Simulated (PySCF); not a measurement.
# One shape, several levels: SnH4S2 (SMILES [SH][SnH2][SH])

Aim: a comparison of 6 runs (HF/STO-3G, HF/3-21G, HF/def2-SVP, BLYP/3-21G, PBE0/def2-SVP, MP2/def2-SVP) of SnH4S2. The job is set up through a Python script.

The calculation is run with PySCF 2.14.0.

**1. The structure to begin with**

SnH4S2: 7 atoms, total charge 0, spin state singlet. SMILES: `[SH][SnH2][SH]`. The shape is that of a PBE0-D4/def2-TZVP optimisation. This is one conformer, not always the lowest.

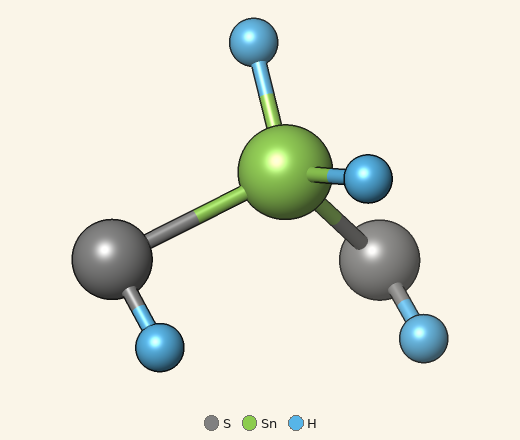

Viewed from a chosen angle; sulfur grey, tin green, hydrogen blue.

**2. Energy and forces at HF/STO-3G (run 1)**

File job.py:

```python
from pyscf import gto, scf

mol = gto.Mole()
mol.atom = [
    ('S', (-2.022100, -0.487700, -0.519500)),
    ('Sn', (-0.051900, 0.562200, 0.366200)),
    ('S', (1.578500, -1.043600, 1.094400)),
    ('H', (-1.480000, -0.658500, -1.736400)),
    ('H', (0.631800, 1.532400, -0.856500)),
    ('H', (-0.532600, 1.398900, 1.763700)),
    ('H', (1.937500, -1.371800, -0.157600)),
]
mol.spin = 0
mol.basis = 'sto-3g'
mol.max_memory = 1860
mol.verbose = 3
mol.build()

myscf = scf.RHF(mol)
myscf.conv_tol = 1e-10
myscf.kernel()
if not myscf.converged:
    myscf = myscf.newton().run(myscf.mo_coeff, myscf.mo_occ)

e_final = myscf.e_tot
print(f'total energy: {e_final:.8f} hartree')
grad = myscf.nuc_grad_method().kernel()
myscf.analyze()
```

Started as:

```
$ OMP_NUM_THREADS=1 python job.py
```

Log:

```text
converged SCF energy = -6752.0375619398
total energy: -6752.03756194 hartree
--------------- RHF gradients ---------------
         x                y                z
0 S    -0.0173358891    -0.0043664976     0.0059524238
1 Sn     0.0006791301    -0.0100516431    -0.0055786449
2 S     0.0067677301    -0.0063419901     0.0166179835
3 H     0.0062345866    -0.0000242340    -0.0085312486
4 H     0.0103375997     0.0127230242    -0.0196385425
5 H    -0.0078218848     0.0089178725     0.0216000104
6 H     0.0011387274    -0.0008565319    -0.0104219816
----------------------------------------------
**** MO energy ****
MO #1   energy= -1029.9104450699   occ= 2
MO #2   energy= -153.542260323245  occ= 2
MO #3   energy= -145.371836873984  occ= 2
MO #4   energy= -145.371790882558  occ= 2
MO #5   energy= -145.371550812046  occ= 2
MO #6   energy= -90.6902754456921  occ= 2
MO #7   energy= -90.6897581615777  occ= 2
MO #8   energy= -29.618833130591   occ= 2
MO #9   energy= -26.6012542329118  occ= 2
MO #10  energy= -26.60102328587    occ= 2
MO #11  energy= -26.6003170853191  occ= 2
MO #12  energy= -18.203419962631   occ= 2
MO #13  energy= -18.2032541407503  occ= 2
MO #14  energy= -18.2028477671296  occ= 2
MO #15  energy= -18.2021331472646  occ= 2
MO #16  energy= -18.2021014803112  occ= 2
MO #17  energy= -8.60257632430981  occ= 2
MO #18  energy= -8.60204542291908  occ= 2
MO #19  energy= -6.2342960661847   occ= 2
MO #20  energy= -6.2337796459035   occ= 2
MO #21  energy= -6.23261254646802  occ= 2
MO #22  energy= -6.23206241420765  occ= 2
MO #23  energy= -6.22936225542082  occ= 2
MO #24  energy= -6.22884648643278  occ= 2
MO #25  energy= -4.83039884086417  occ= 2
MO #26  energy= -3.58463821620111  occ= 2
MO #27  energy= -3.58303816567461  occ= 2
MO #28  energy= -3.58036276077061  occ= 2
MO #29  energy= -0.921237110107693 occ= 2
MO #30  energy= -0.917546919453164 occ= 2
MO #31  energy= -0.907966624938971 occ= 2
MO #32  energy= -0.902103601623769 occ= 2
MO #33  energy= -0.901894069525265 occ= 2
MO #34  energy= -0.860469164812049 occ= 2
MO #35  energy= -0.839144452347447 occ= 2
MO #36  energy= -0.547590957598004 occ= 2
MO #37  energy= -0.451351174173427 occ= 2
MO #38  energy= -0.440695641994234 occ= 2
MO #39  energy= -0.386393457991554 occ= 2
MO #40  energy= -0.338857448874738 occ= 2
MO #41  energy= -0.308716147952517 occ= 2
MO #42  energy= -0.255322743130932 occ= 2
MO #43  energy= -0.251573471223329 occ= 2
MO #44  energy= 0.325002877009342  occ= 0
MO #45  energy= 0.367361399256309  occ= 0
MO #46  energy= 0.431769434678156  occ= 0
MO #47  energy= 0.454100631595659  occ= 0
MO #48  energy= 0.507485343972072  occ= 0
MO #49  energy= 0.532034941107495  occ= 0
 ** Mulliken atomic charges  **
charge of    0S =     -0.06803
charge of    1Sn =      0.55016
charge of    2S =     -0.06810
charge of    3H =     -0.06006
charge of    4H =     -0.14873
charge of    5H =     -0.14480
charge of    6H =     -0.06044
Dipole moment(X, Y, Z, Debye):  0.61068,  1.06436, -1.14250
```

It took 6.6 s on 1 thread of Intel Xeon at 2.70GHz, shared host; peak memory 0.12 GiB.

**3. Energy and forces at HF/3-21G (run 2)**

File calc.py:

```python
# [SH][SnH2][SH]
import pyscf.grad
from pyscf import gto, scf

mol = gto.Mole()
mol.atom = [
    ('S', (-2.022100, -0.487700, -0.519500)),
    ('Sn', (-0.051900, 0.562200, 0.366200)),
    ('S', (1.578500, -1.043600, 1.094400)),
    ('H', (-1.480000, -0.658500, -1.736400)),
    ('H', (0.631800, 1.532400, -0.856500)),
    ('H', (-0.532600, 1.398900, 1.763700)),
    ('H', (1.937500, -1.371800, -0.157600)),
]
mol.max_memory = 1860
mol.charge = 0
mol.basis = '3-21g'
mol.spin = 0
mol.verbose = 3
mol.build()

calc0 = scf.RHF(mol)
calc0.conv_tol = 1e-10
calc0.kernel()
if not calc0.converged:
    calc0 = calc0.newton().run(calc0.mo_coeff, calc0.mo_occ)

e_tot = calc0.e_tot
print('E(%s) = %.9f' % ('HF', e_tot))
grad = calc0.Gradients().kernel()
calc0.analyze()
```

Started as:

```
$ OMP_NUM_THREADS=1 python calc.py
```

Log:

```text
converged SCF energy = -6789.75164806209
E(HF) = -6789.751648062
--------------- RHF gradients ---------------
         x                y                z
0 S     0.0143259581     0.0067726538     0.0068001032
1 Sn     0.0015754704    -0.0215862097    -0.0126749280
2 S    -0.0123076998     0.0108068228    -0.0050519842
3 H     0.0048444714     0.0045703863     0.0082121541
4 H    -0.0030821463    -0.0035957294     0.0059891375
5 H     0.0019425285    -0.0041444038    -0.0057693372
6 H    -0.0072985823     0.0071764799     0.0024948545
----------------------------------------------
**** MO energy ****
MO #1   energy= -1034.93299721727  occ= 2
MO #2   energy= -156.278192459762  occ= 2
MO #3   energy= -145.423596715546  occ= 2
MO #4   energy= -145.423477190758  occ= 2
MO #5   energy= -145.423188976794  occ= 2
MO #6   energy= -91.3192701646785  occ= 2
MO #7   energy= -91.3184479009944  occ= 2
MO #8   energy= -31.5887102389013  occ= 2
MO #9   energy= -26.964102859087   occ= 2
MO #10  energy= -26.9637087081287  occ= 2
MO #11  energy= -26.9626735800992  occ= 2
MO #12  energy= -19.1305569094743  occ= 2
MO #13  energy= -19.1303858278703  occ= 2
MO #14  energy= -19.1291817633188  occ= 2
MO #15  energy= -19.1290531906253  occ= 2
MO #16  energy= -19.1287600284572  occ= 2
MO #17  energy= -8.91925153862288  occ= 2
MO #18  energy= -8.91840681913635  occ= 2
MO #19  energy= -6.5938553676703   occ= 2
MO #20  energy= -6.59306235269723  occ= 2
MO #21  energy= -6.59202014651867  occ= 2
MO #22  energy= -6.59122873176922  occ= 2
MO #23  energy= -6.5890950288476   occ= 2
MO #24  energy= -6.58828399851641  occ= 2
MO #25  energy= -5.60432189830133  occ= 2
MO #26  energy= -3.98933443842907  occ= 2
MO #27  energy= -3.98783282144987  occ= 2
MO #28  energy= -3.98586355165356  occ= 2
MO #29  energy= -1.47698366887644  occ= 2
MO #30  energy= -1.47643375053171  occ= 2
MO #31  energy= -1.47265210609192  occ= 2
MO #32  energy= -1.46990882751042  occ= 2
MO #33  energy= -1.46925237315007  occ= 2
MO #34  energy= -0.992053515471274 occ= 2
MO #35  energy= -0.973145563445711 occ= 2
MO #36  energy= -0.671567994571017 occ= 2
MO #37  energy= -0.55332532848347  occ= 2
MO #38  energy= -0.548886305774891 occ= 2
MO #39  energy= -0.480120967389885 occ= 2
MO #40  energy= -0.456083108560955 occ= 2
MO #41  energy= -0.433696210580648 occ= 2
MO #42  energy= -0.390550546656363 occ= 2
MO #43  energy= -0.382109522551122 occ= 2
MO #44  energy= 0.0807167603494854 occ= 0
MO #45  energy= 0.0943580504203847 occ= 0
MO #46  energy= 0.151393430455327  occ= 0
MO #47  energy= 0.171661308130813  occ= 0
MO #48  energy= 0.18196581142022   occ= 0
MO #49  energy= 0.190602426872784  occ= 0
MO #50  energy= 0.305169277351314  occ= 0
MO #51  energy= 0.333229249199273  occ= 0
MO #52  energy= 0.377008221743321  occ= 0
MO #53  energy= 0.395440715424409  occ= 0
MO #54  energy= 0.677913710926304  occ= 0
MO #55  energy= 0.689622794409327  occ= 0
MO #56  energy= 0.70002411206085   occ= 0
MO #57  energy= 0.708112992675335  occ= 0
MO #58  energy= 0.777524697745018  occ= 0
MO #59  energy= 0.780353054030534  occ= 0
MO #60  energy= 0.86409290421642   occ= 0
MO #61  energy= 0.886321630204039  occ= 0
MO #62  energy= 1.1829892782617    occ= 0
MO #63  energy= 1.22874333547315   occ= 0
MO #64  energy= 1.33827379491972   occ= 0
MO #65  energy= 1.35210546440719   occ= 0
 ** Mulliken atomic charges  **
charge of    0S =     -0.35787
charge of    1Sn =      0.80588
charge of    2S =     -0.35780
charge of    3H =      0.07241
charge of    4H =     -0.12554
charge of    5H =     -0.10934
charge of    6H =      0.07226
Dipole moment(X, Y, Z, Debye):  1.14047,  2.16456, -2.06880
```

Run time: 5.4 s. Hardware: 1 thread of Intel Xeon at 2.70GHz, shared host; peak memory 0.14 GiB.

Runs 3 to 5 aren't shown in full; the table further down has their settings and results.

**4. Energy and forces at MP2/def2-SVP (core potential) (run 6)**

File run.py:

```python
import pyscf.grad
from pyscf import gto, scf, mp

system = gto.M(
    atom='''
S     -3.821215    -0.921619    -0.981713
Sn    -0.098077     1.062404     0.692018
S      2.982933    -1.972118     2.068116
H     -2.796795    -1.244385    -3.281320
H      1.193929     2.895816    -1.618550
H     -1.006468     2.643538     3.332910
H      3.661344    -2.592326    -0.297821
''',
    unit='bohr',
    max_memory=1860,
    verbose=4,
    basis='def2-svp',
    ecp={'Sn': 'def2-svp'},
    charge=0,
)

mf = scf.RHF(system)
mf.conv_tol = 1e-10
mf.kernel()
if not mf.converged:
    mf = mf.newton().run(mf.mo_coeff, mf.mo_occ)

pt = mp.MP2(mf, frozen=14).run()
e_final = pt.e_tot
print('Final energy', e_final)
grad = pt.Gradients().kernel()
dip = mf.dip_moment()
pop, q = mf.mulliken_pop()
```

Started as:

```
$ OMP_NUM_THREADS=1 python run.py
```

Log:

```text
PySCF version 2.14.0

[... 63 lines left out ...]
converged SCF energy = -1010.52177935304
[... 8 lines left out ...]
Final energy -1010.8983701546474
[... 10 lines left out ...]
Dipole moment(X, Y, Z, Debye):  0.80691,  1.26057, -1.58159
[... 51 lines left out ...]
pop of  2 S 2pz           1.97793
pop of  2 S 3px           0.60053
pop of  2 S 3py           0.61033
pop of  2 S 3pz           0.52334
pop of  2 S 4px           1.00339
pop of  2 S 4py           1.02231
pop of  2 S 4pz           0.73008
pop of  2 S 3dxy          0.00656
pop of  2 S 3dyz          0.00697
pop of  2 S 3dz^2         0.02363
pop of  2 S 3dxz          0.00791
pop of  2 S 3dx2-y2       0.00184
pop of  3 H 1s            0.70932
pop of  3 H 2s            0.18067
pop of  3 H 2px           0.00796
pop of  3 H 2py           0.00748
pop of  3 H 2pz           0.01864
pop of  4 H 1s            0.68235
pop of  4 H 2s            0.45155
pop of  4 H 2px           0.00191
pop of  4 H 2py           0.00345
pop of  4 H 2pz           0.00496
pop of  5 H 1s            0.68400
pop of  5 H 2s            0.43535
pop of  5 H 2px           0.00127
pop of  5 H 2py           0.00277
pop of  5 H 2pz           0.00659
pop of  6 H 1s            0.70927
pop of  6 H 2s            0.18124
pop of  6 H 2px           0.00785
pop of  6 H 2py           0.00760
pop of  6 H 2pz           0.01862
 ** Mulliken atomic charges  **
charge of    0S =     -0.33438
charge of    1Sn =      0.79113
charge of    2S =     -0.33389
charge of    3H =      0.07592
charge of    4H =     -0.14422
charge of    5H =     -0.12998
charge of    6H =      0.07542
```

Run time: 15 s. Hardware: 1 thread of Intel Xeon at 2.70GHz, shared host; peak memory 0.6 GiB.

**5. Overview of the runs**

| run | level | core potential | integration grid | energy (Eh) | dipole moment (D) of the reference | HOMO energy (eV) | LUMO energy (eV) | wall time |
| --- | --- | --- | --- | --- | --- | --- | --- | --- |
| 1 | HF/STO-3G | – | – | -6752.037562 | 1.68 | -6.85 | 8.84 | 6.6 s |
| 2 | HF/3-21G | – | – | -6789.751648 | 3.20 | -10.40 | 2.20 | 5.4 s |
| 3 | HF/def2-SVP (core potential) | def2-svp | – | -1010.521779 | 2.18 | -10.01 | 2.82 | 7.8 s |
| 4 | BLYP/3-21G | – | 5 | -6793.650721 | 2.64 | -5.99 | -1.50 | 25 s |
| 5 | PBE0/def2-SVP (core potential) | def2-svp | 5 | -1012.590971 | 2.04 | -7.19 | -0.71 | 28 s |
| 6 | MP2/def2-SVP (core potential) | def2-svp | – | -1010.898370 | 2.18 | -10.01 | 2.82 | 15 s |

**6. What came out**

```
                                           quantity           value
                                run 6: total energy  -1010.89837 Eh
        run 6: dipole moment (Hartree–Fock density)          2.18 D
         run 6: HOMO energy (Hartree–Fock orbitals)       -10.01 eV
         run 6: LUMO energy (Hartree–Fock orbitals)         2.82 eV
       run 6: HOMO–LUMO gap (Hartree–Fock orbitals)        12.83 eV
run 6: correlation energy (14 core orbitals frozen)      -376.6 mEh
                    run 6: largest force on an atom      0.283 eV/Å
```

Over runs 1, 2, 3, 4, 5 the dipole moment (its size) runs from 1.68 D (HF/STO-3G) to 3.20 D (HF/3-21G). Over runs 1, 2, 3, 4, 5 the HOMO–LUMO gap runs from 4.50 eV (BLYP/3-21G) to 15.69 eV (HF/STO-3G). The two ends differ in method and basis. Totals of different functionals can't be ranked against each other. Some runs of one species differ in core potentials or relativity; totals across that change don't compare. In run 1 the basis is minimal, so the values are rough. In runs 1, 2, 4 relativity is left out where basis or elements ask for it. All runs together took 88 s, the longest 28 s.
